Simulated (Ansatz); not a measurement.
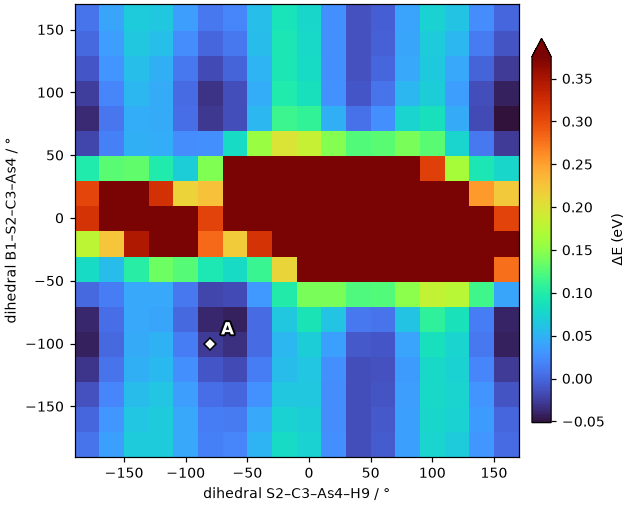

CH6AsBS, SMILES BSC[AsH2]. The first coordinate is: dihedral S2–C3–As4–H9; the second: dihedral B1–S2–C3–As4. Nothing is relaxed (all other coordinates rigid). The scan uses an 18 × 18 grid. Energies: eV, counted from the relaxed molecule at the same level. Energies and slopes of some neighbouring points disagree (a jump in structure or state, or too coarse a mesh). Computed with RKS BHLYP-D4/def2-SVP (Ansatz 0.2.0).

In the figure: one coloured cell a grid point, one colour for all values above the top of the scale, the point A.

Is A at rest? If not, where is it pushed?

Answer. A, at dihedral S2–C3–As4–H9 = −80°, dihedral B1–S2–C3–As4 = −100°, is not a stationary point. The computed force is 0.0014 eV for each degree towards larger values of dihedral S2–C3–As4–H9 and 0.00079 eV for each degree towards larger values of dihedral B1–S2–C3–As4.
